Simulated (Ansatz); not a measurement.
# Calculations on SnH5SCl

**1. Relaxation**

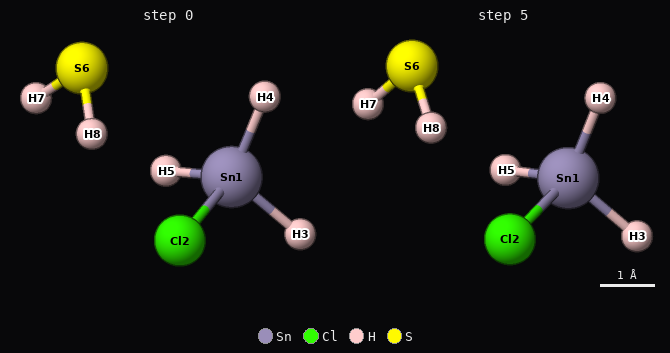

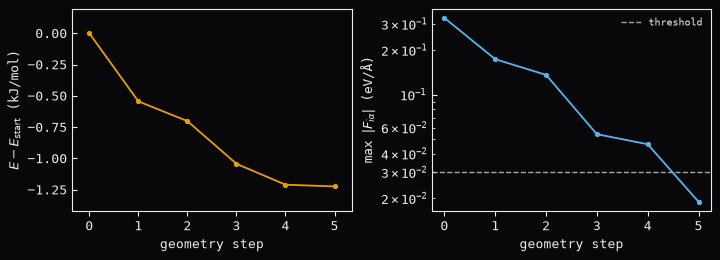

First and last geometry of a relaxation of SnH5SCl, with the history of the run. Style: ball-and-stick. Shown from a free direction.

The run prepares an end point of a later path (reaction) calculation, from a guessed geometry.

Computed with RKS PBE-D4/def2-SVP in Ansatz 0.2.0.

Input file:
```yaml
crystal:
  periodic: [false, false, false]
  atoms:
    - { symbol: Sn, position_ang: [0.246608, 0.058771, -0.107548] }
    - { symbol: Cl, position_ang: [0.242705, -0.120007, 2.293242] }
    - { symbol: H, position_ang: [1.933486, -0.030227, -0.486335] }
    - { symbol: H, position_ang: [-0.413155, 1.592292, -0.514996] }
    - { symbol: H, position_ang: [-0.59838, -1.308921, -0.719518] }
    - { symbol: S, position_ang: [-3.235395, 0.160281, 0.957249] }
    - { symbol: H, position_ang: [-3.373823, -1.182197, 0.764949] }
    - { symbol: H, position_ang: [-2.301746, -0.042793, 1.960657] }
basis:
  gaussian: { orbitals: def2-SVP }
hamiltonian:
  xc: pbe
  dispersion: d4
relax:
  f_tol: 0.03
  max_steps: 50
output:
  orbitals: {}
```

Launched with:
```bash
ansatz run input.yaml --threads 2 --pin off --max-ram 3072MiB --backend cpu --events-out ev --progress --plain --runs-dir out
```

### What do the curves and the structures tell?

It converged. After 5 geometry steps the energy has fallen by 1.22 kJ/mol. Largest force component: 0.33 eV/Å at the start, 0.019 eV/Å at the end. The atom that moves furthest after the best rigid fit is H7 (0.16 Å). By element the largest moves are H 0.16 Å, Cl 0.12 Å, S 0.10 Å, Sn 0.05 Å. Among the contacts that change: S6–H8 1.386 → 1.367 Å, Sn1–Cl2 2.407 → 2.399 Å. The run took 9.8 s on 2 threads of Arm Neoverse V1, on a shared host, peak memory 0.13 GiB.

Limits of the set-up: the start holds two separate molecules, 2.6 Å apart at their closest, whose relative position is a soft coordinate.

**2. Relaxation**

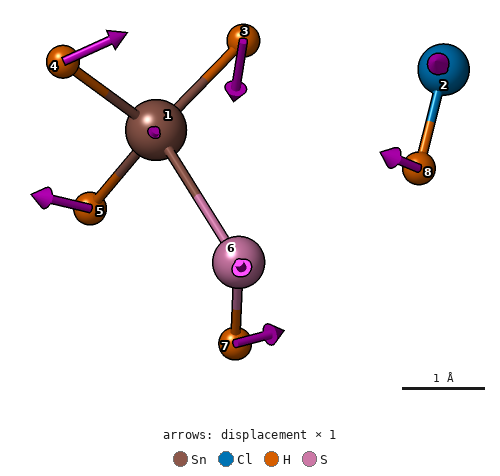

This is a relaxation of SnH₅SCl. The starting structure is drawn; purple arrows show the displacements, at their true length. The two geometries are superimposed by the best rigid fit.

Style: ball-and-stick. Shown at a tilt.

The run prepares an end point of a later path (reaction) calculation, from a guessed geometry.

The calculation used Ansatz, RKS PBE-D4/def2-SVP. Settings: no spin polarisation; force threshold 0.03 eV/Å; at most 50 steps.

Question: Atoms of which element are displaced furthest, and by how much?

Answer: Hydrogen: up to 1.04 Å, against 0.70 Å for chlorine.

Question: Describe the change and its energy.

Answer: Over 17 accepted moves (18 points after the start) the energy falls by 21.8 kJ/mol. Largest force component: 0.82 eV/Å at the start, 0.016 eV/Å at the end. The line search rejected the trial step at point 12 of the run. The forces were under the threshold at step 7, but the run went on from there. The atom that moves furthest after the best rigid fit is H3 (1.04 Å). Largest moves by element: H 1.04 Å, Cl 0.70 Å, S 0.36 Å, Sn 0.17 Å. Some distances before and after: Sn1–S6 2.450 → 2.482 Å, Cl2–H8 1.343 → 1.330 Å, Sn1–H4 1.729 → 1.718 Å, Sn1–H3 1.713 → 1.720 Å. Among the angles between lasting bonds that change: H3–Sn1–S6 116.3° → 108.0°, H3–Sn1–H4 111.0° → 114.1°, H5–Sn1–S6 104.6° → 107.1°. Groups turn about Sn1–S6 by about 60°. Cost: 28 s on 2 threads of Arm Neoverse V1, on a shared host, peak memory 0.13 GiB.

Limits of the set-up: the start holds two separate molecules, 2.6 Å apart at their closest, whose relative position is a soft coordinate.

**3. Path**

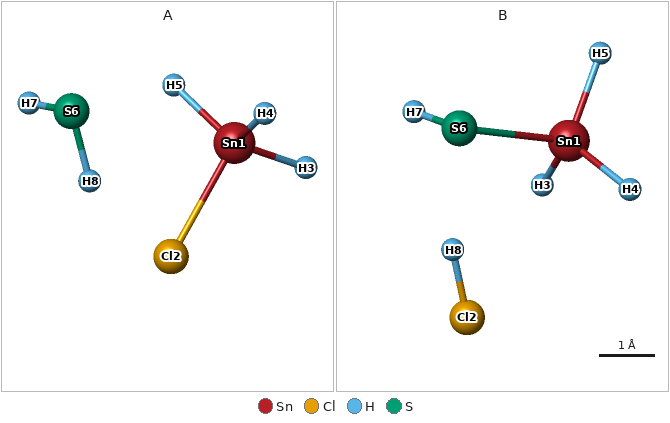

The two relaxed end points of a path for SnH$_{5}$SCl, made up at the start of SnH₃Cl and H$_{2}$S. The picture is a ball-and-stick view, seen at a tilt.

The calculation used RKS PBE-D4/def2-SVP in Ansatz 0.2.0.

Set-up: 5 movable images; climbing image; force threshold 0.03 eV/Å; iteration limit 60.

Start:
```xyz
8

Sn    0.2844    0.0513   -0.1316
Cl    0.1676   -0.2083    2.2500
H     1.9808   -0.0116   -0.4568
H    -0.3879    1.5881   -0.5017
H    -0.5424   -1.2903   -0.8192
S    -3.3279    0.1323    0.9814
H    -3.3447   -1.2269    0.9107
H    -2.3296    0.0926    1.9149
```

End:
```xyz
8

Sn   -0.4497   -0.0479   -0.5404
Cl   -0.4118    0.7048    3.1783
H     0.6993   -1.0212    0.2908
H    -0.1205    1.6366   -0.4761
H    -0.6809   -0.5927   -2.1646
S    -2.6297   -0.2760    0.6233
H    -2.4758   -1.6144    0.8311
H    -1.4306    0.3380    2.4053
```

**What barrier does the band find between them, and by what path?**

The highest point, image 2, lies 17.9 kcal/mol above the start and 13.2 kcal/mol above the end; the end is at +4.6 kcal/mol relative to the start. Breaking: S6–H8 (1.37 → 1.54 at the top → 2.23 Å), Sn1–Cl2 (2.40 → 2.77 at the top → 3.79 Å). Forming: Cl2–H8 (2.54 → 1.70 at the top → 1.33 Å), Sn1–S6 (3.78 → 2.74 at the top → 2.48 Å). The band is converged. At the top, the vibrational analysis gives one imaginary mode (317i cm⁻¹), as a transition state must have.

Energies of the converged images:

```tsv
image	path (Å)	E (kcal/mol)
0	0.00	0.0
1	1.22	4.4
2	2.45	17.9
3	2.82	14.0
4	3.19	8.4
5	3.56	5.3
6	3.93	4.6
```

The geometry at the top of the path:

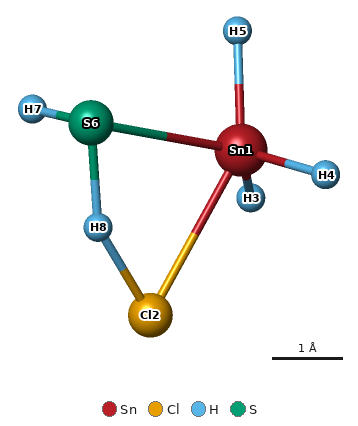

Limits of the set-up: the start holds two separate molecules, 2.5 Å apart at their closest, whose relative position is a soft coordinate.
